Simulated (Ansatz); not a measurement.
**AlH3···C2H6: density, localisation and related maps**

Input file:

```
crystal:
  periodic: [false, false, false]
  atoms:
    - { symbol: Al, position_ang: [-0.183798, -0.243772, -0.379156] }
    - { symbol: C, position_ang: [0.083466, -0.317388, 2.776522] }
    - { symbol: H, position_ang: [-0.858838, -0.524266, 3.295763] }
    - { symbol: H, position_ang: [0.899278, -0.767641, 3.356856] }
    - { symbol: C, position_ang: [0.294994, 1.184414, 2.600634] }
    - { symbol: H, position_ang: [0.342026, 1.670707, 3.582059] }
    - { symbol: H, position_ang: [1.238399, 1.397391, 2.088292] }
    - { symbol: H, position_ang: [-0.50955, 1.678856, 2.042865] }
    - { symbol: H, position_ang: [1.257625, 0.380585, -0.653702] }
    - { symbol: H, position_ang: [-1.494691, 0.591812, -0.725354] }
    - { symbol: H, position_ang: [-0.270174, -1.714439, 0.164959] }
    - { symbol: H, position_ang: [0.044161, -0.88996, 1.825961] }
basis:
  gaussian: { orbitals: "6-31G*" }
hamiltonian:
  xc: pbe0
relax:
  f_tol: 0.03
  max_steps: 50
output:
  orbitals: {}
```

Launched as:

```sh
ansatz run input.yaml --threads 1 --pin off --max-ram 2048MiB --backend cpu --events-out ev --progress --plain --runs-dir out
```

The fields are those of the run's last geometry, not of the input's.

All numbers below come from RKS PBE0/6-31G* (Ansatz).

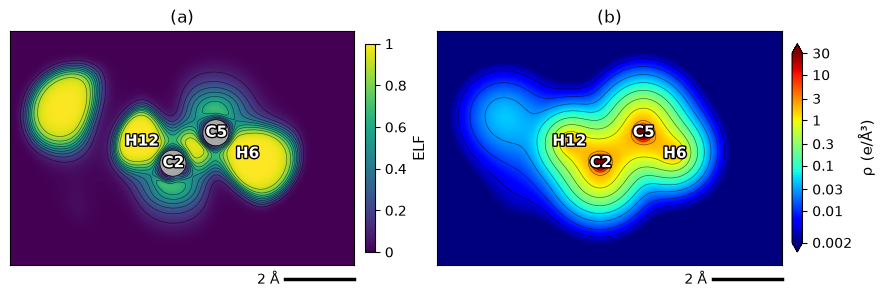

Figure 1. (a) electron localisation function; (b) electron density on the plane of atoms C2, C5 and H6. Grey discs cover the atomic cores in the ELF map.

What do the fields say about this system?

Answer. The section cuts through C and H sites. C–C (1.52 Å): the density is about 1.6 e/Å³ at the midpoint; the ELF peaks at about 0.95 between the atoms: a covalent bond. C–H (1.11 Å): ρ at the midpoint is about 1.8 e/Å³; the ELF climbs to about 1 towards the hydrogen, as it does in any bond to H; an ordinary covalent bond to hydrogen.

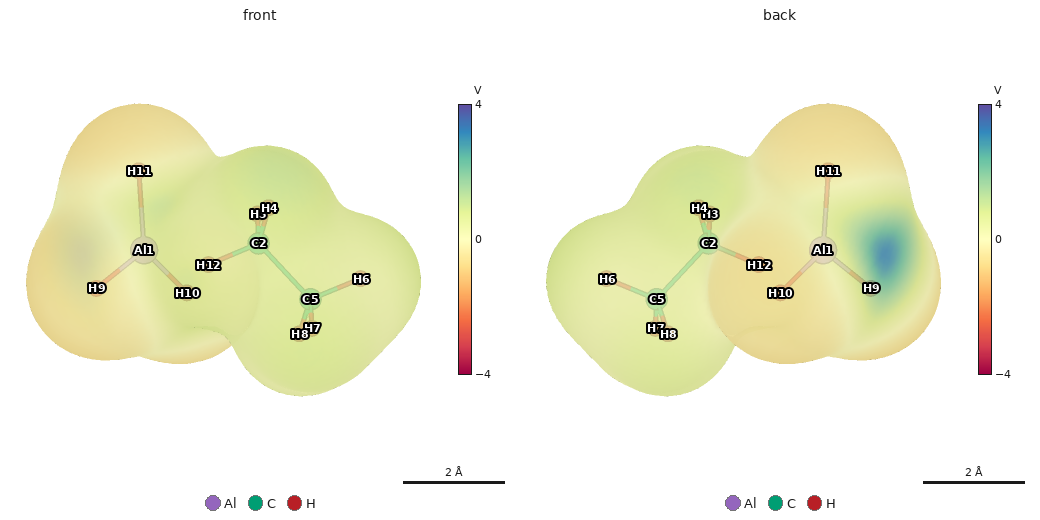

Figure 2. The molecular electrostatic potential painted on the density surface at 0.002 e/bohr³, seen from the front and from behind; red is negative and blue positive.

Which sites attract a positive test charge, and which a negative one?

Answer. A positive charge is drawn to the negative regions and a negative charge to the positive ones. The most negative region (about −0.6 V) lies over H9, H10 and H11, the most positive (about +2.9 V) over Al1.

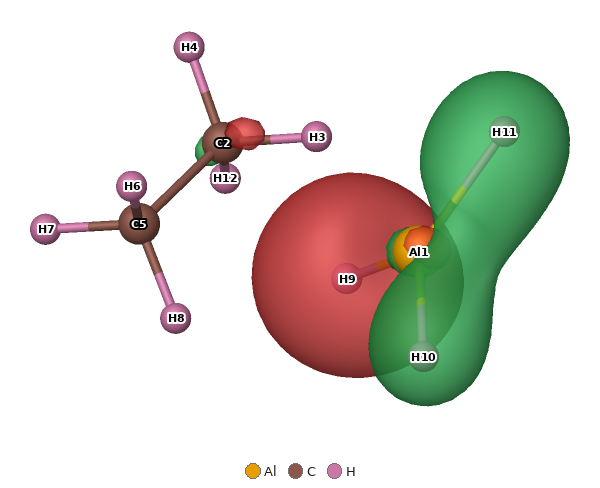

Figure 3. The HOMO at ±0.15 Å⁻³ᐟ² (green and red are the two phases), seen at an oblique angle.

Describe this orbital and give its energy.

Answer. It lies mainly on H9 (about 40 %), Al1 (about 35 %), H11 (about 10 %) and H10 (about 10 %). Its energy is −8.18 eV.
